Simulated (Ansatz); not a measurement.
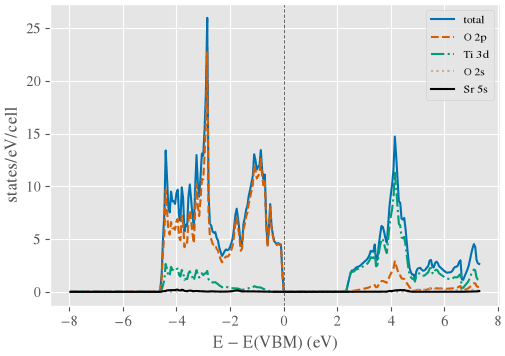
Total and projected density of states of SrTiO₃ in space group I4/mcm (No. 140; Sr on 4b, Ti on 4c, O on 8h, O on 4a), plane-wave PAW r²SCAN (Ansatz code)

Task: Which orbitals carry the states next to the gap?

Result: Top 1 eV of the valence band: O 2p 95 %. Bottom 1 eV of the conduction band: Ti 3d 89 %, O 2p 9 %. Projections are on Löwdin-orthogonalised atomic valence shells; empty p or d shells of many metals are not among them.

Task: Where is the tallest occupied peak in this window, and what makes it?

Result: Near -2.8 eV, about 26 states/eV per cell; the largest projected share is O 2p.

The first step of the workflow began from a Materials Project structure, measured or hypothetical; the Crystallography Open Database files this formula in space group No. 140, but the cells were not matched. It is not the phase usual at ambient conditions (space group No. 221). The cell was relaxed with r²SCAN under the symmetry of its start. At this level the phase is dynamically unstable (imaginary phonons). No spin polarisation was allowed. Scalar-relativistic: spin–orbit coupling is off unless named, which matters more the heavier the elements.

Potentials: the earlier of the program's two PAW sets.
